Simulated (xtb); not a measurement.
# Energy and gradient calculation of CH6AlAsO

CH6AlAsO, multiplicity 3, computed with GFN0-xTB (xtb 6.7.1).

The geometry is that of the parent species in another charge or spin state. The geometry comes from this level: GFN2-xTB.

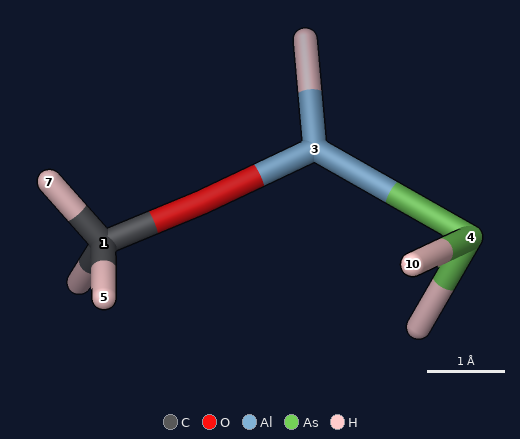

Fig. 1: The structure (stick view, seen at a tilt; atoms are numbered from 1 in the order of the input). Sticks mark near contacts. Bond lengths as drawn: Al–As 2.41 Å, Al–H 1.55 Å, Al–O 1.65 Å, As–H 1.52 Å, C–H 1.09 Å and C–O 1.40 Å.

Input (start.xyz):
```
10

C     -0.095920     1.869220     0.175870
O     -0.084780     0.559920    -0.316660
Al    -0.085600    -0.956040    -0.979110
As     0.254310    -2.911690     0.385070
H      0.526100     1.936190     1.072650
H     -1.117400     2.162980     0.429750
H      0.292740     2.556990    -0.578520
H     -0.322310    -0.917340    -2.510650
H     -0.728350    -2.222640     1.315140
H      1.361220    -2.077580     1.006440
```

Run on 1 thread of Arm Neoverse N1, 98 GiB of memory available, shared host.

Launched with:
```bash
xtb start.xyz --grad --gfn0 --uhf 2 > run.log
```

What the program printed:
```
* xtb version 6.7.1
   ID    Z sym.   atoms
    1    6 C      1
    2    8 O      2
    3   13 Al     3
    4   33 As     4
    5    1 H      5-10

           -------------------------------------------------
          |                Calculation Setup                |
           -------------------------------------------------

          program call               : xtb start.xyz --grad --gfn0 --uhf 2
          coordinate file            : start.xyz
          omp threads                :                     1

########################################################################
[WARNING] Please study the warnings concerning your input carefully
-1- prog_main_parseArguments: The use of '--gfn0' is discouraged, please use '--gfn 0' next time
########################################################################

           -------------------------------------------------
          |                 G F N 0 - x T B                 |
           -------------------------------------------------

      * Hamiltonian:
        H0-scaling (s, p, d)           2.000000    2.486800    2.270000
        zeta-weighting                 1.000000
      * Dispersion:
        s8                             2.850000
        a1                             0.800000
        a2                             4.600000
        s9                             0.000000
      * Repulsion:
        kExp                           1.500000
        rExp                           1.000000
      * Coulomb:
        alpha                          0.000000
        third order                    atomic
        anisotropic                    false
      * Polar bond correction:
        rad-shift                      0.053700
        strength                      -0.012900
        en-exp                         3.484700
        en-scale                       0.509700

          ...................................................
          :                      SETUP                      :
          :.................................................:
          :  # basis functions                  40          :
          :  # atomic orbitals                  38          :
          :  # shells                           22          :
          :  # electrons                        24          :
          :  electronic temp.          300.0000000     K    :
          :  accuracy                    1.0000000          :
          :  -> integral cutoff          0.2500000E+02      :
          :  -> integral neglect         0.1000000E-07      :
          ...................................................
  Checking positiv definite overlap ...  done.

         #    Occupation            Energy/Eh            Energy/eV
      -------------------------------------------------------------
         1        2.0000           -0.6796569             -18.4944
       ...           ...                  ...                  ...
         7        2.0000           -0.5118231             -13.9274
         8        2.0000           -0.4953585             -13.4794
         9        2.0000           -0.4664426             -12.6925
        10        2.0000           -0.4226587             -11.5011
        11        2.0000           -0.4216676             -11.4742
        12        1.0000           -0.3966416             -10.7932
        13        0.9993           -0.2543023              -6.9199 (HOMO)
        14        0.0007           -0.2406104              -6.5473 (LUMO)
        15                         -0.1765873              -4.8052
        16                         -0.1443935              -3.9291
        17                         -0.1288511              -3.5062
        18                         -0.1201967              -3.2707
       ...                                ...                  ...
        38                          2.3695607              64.4790
      -------------------------------------------------------------
                  HL-Gap            0.0136919 Eh            0.3726 eV
             Fermi-level            0.0000000 Eh            0.0000 eV

 EHT (total)                   0 d,  0 h,  0 min,  0.003 sec
 EHT setup                      ...        0 min,  0.000 sec (  1.812%)
 Coordination number            ...        0 min,  0.000 sec (  0.713%)
 EEQ model density              ...        0 min,  0.000 sec (  1.064%)
 D4 Dispersion                  ...        0 min,  0.000 sec (  3.434%)
 Integral evaluation            ...        0 min,  0.001 sec ( 27.419%)
 Cholesky factorization         ...        0 min,  0.000 sec (  1.648%)
 Zeroth order Hamiltonian       ...        0 min,  0.000 sec ( 13.948%)
 Gradient calculation           ...        0 min,  0.001 sec ( 43.270%)

         :::::::::::::::::::::::::::::::::::::::::::::::::::::
         ::                     SUMMARY                     ::
         :::::::::::::::::::::::::::::::::::::::::::::::::::::
         :: total energy             -12.360207549814 Eh    ::
         :: gradient norm              0.063094254743 Eh/a0 ::
         :: HOMO-LUMO gap              0.372574561077 eV    ::
         ::.................................................::
         :: H0 energy                -12.384049350998 Eh    ::
         :: repulsion energy           0.097015556459 Eh    ::
         :: electrostat energy        -0.058602607811 Eh    ::
         :: -> Gsolv                   0.000000000000 Eh    ::
         ::    -> Gsasa                0.000000000000 Eh    ::
         ::    -> Gshift               0.000000000000 Eh    ::
         :: dispersion energy         -0.002177904420 Eh    ::
         :: short-range corr.         -0.012393243043 Eh    ::
         :: add. restraining           0.000000000000 Eh    ::
         :: total charge               0.000000000000 e     ::
         :::::::::::::::::::::::::::::::::::::::::::::::::::::

           -------------------------------------------------
          |                Property Printout                |
           -------------------------------------------------

    * Orbital Energies and Occupations

         #    Occupation            Energy/Eh            Energy/eV
      -------------------------------------------------------------
         1        2.0000           -0.6796569             -18.4944
         2        2.0000           -0.6384129             -17.3721
         3        2.0000           -0.6190966             -16.8465
         4        2.0000           -0.5420649             -14.7503
         5        2.0000           -0.5413898             -14.7320
         6        2.0000           -0.5279804             -14.3671
         7        2.0000           -0.5118231             -13.9274
         8        2.0000           -0.4953585             -13.4794
         9        2.0000           -0.4664426             -12.6925
        10        2.0000           -0.4226587             -11.5011
        11        2.0000           -0.4216676             -11.4742
        12        1.0000           -0.3966416             -10.7932
        13        0.9993           -0.2543023              -6.9199 (HOMO)
        14        0.0007           -0.2406104              -6.5473 (LUMO)
        15                         -0.1765873              -4.8052
        16                         -0.1443935              -3.9291
        17                         -0.1288511              -3.5062
        18                         -0.1201967              -3.2707
        19                         -0.1177125              -3.2031
        20                         -0.1131313              -3.0785
        21                         -0.0997975              -2.7156
        22                         -0.0879244              -2.3925
        23                         -0.0702319              -1.9111
        24                         -0.0581646              -1.5827
       ...                                ...                  ...
        38                          2.3695607              64.4790
      -------------------------------------------------------------
                  HL-Gap            0.0136919 Eh            0.3726 eV
             Fermi-level            0.0000000 Eh            0.0000 eV

     #   Z          covCN         q      C6AA      α(0)
     1   6          3.632    -0.005    23.499     7.052
     2   8          1.586    -0.469    22.109     6.358
     3  13          2.512     0.335   140.716    23.270
     4  33          2.826    -0.104   240.117    28.159
     5   1          0.924     0.067     2.123     2.279
     6   1          0.924     0.067     2.116     2.275
     7   1          0.924     0.068     2.113     2.273
     8   1          0.881    -0.036     3.783     3.045
     9   1          0.970     0.039     2.454     2.448
    10   1          0.970     0.039     2.453     2.448

 Mol. C6AA /au·bohr⁶  :       2112.673483
 Mol. C8AA /au·bohr⁸  :     108804.170336
 Mol. α(0) /au        :         79.605827

Wiberg/Mayer (AO) data.
largest (>0.10) Wiberg bond orders for each atom

 ---------------------------------------------------------------------------
     #   Z sym  total        # sym  WBO       # sym  WBO       # sym  WBO
 ---------------------------------------------------------------------------
     1   6      3.954 --     2      0.989     6      0.982     7      0.978
                             5      0.976
     2   8      2.214 --     3      1.049     1      0.989     4      0.117
     3  13      2.692 --     2      1.049     8      0.884     4      0.544
     4  33      2.462 --     9      0.889    10      0.888     3      0.544
                             2      0.117
     5   1      1.000 --     1      0.976
     6   1      0.999 --     1      0.982
     7   1      0.994 --     1      0.978
     8   1      0.910 --     3      0.884
     9   1      0.980 --     4      0.889
    10   1      0.980 --     4      0.888
 ---------------------------------------------------------------------------

Topologies differ in total number of bonds
Writing topology from bond orders to xtbtopo.mol

 dipole moment from electron density (au)
     X       Y       Z
   0.3450  -1.5783   1.5100  total (Debye):    5.621

           -------------------------------------------------
          | TOTAL ENERGY              -12.360207549814 Eh   |
          | GRADIENT NORM               0.063094254743 Eh/α |
          | HOMO-LUMO GAP               0.372574561077 eV   |
           -------------------------------------------------

------------------------------------------------------------------------
------------------------------------------------------------------------
 total:
 *  cpu-time:     0 d,  0 h,  0 min,  0.015 sec
 * ratio c/w:     0.999 speedup
 SCF:
 *  cpu-time:     0 d,  0 h,  0 min,  0.003 sec
 * ratio c/w:     1.000 speedup
```

Standard error:
```
normal termination of xtb
```

Summary:

| quantity | value |
| --- | --- |
| outcome | converged |
| electrons treated | 24 |
| total energy | −12.360208 hartree |
| dispersion energy | −0.002178 hartree |
| basis functions | 40 |
| largest force | 2.606 eV/Å |
| dipole moment | 5.62 D |
| peak memory | 0.071 GiB |
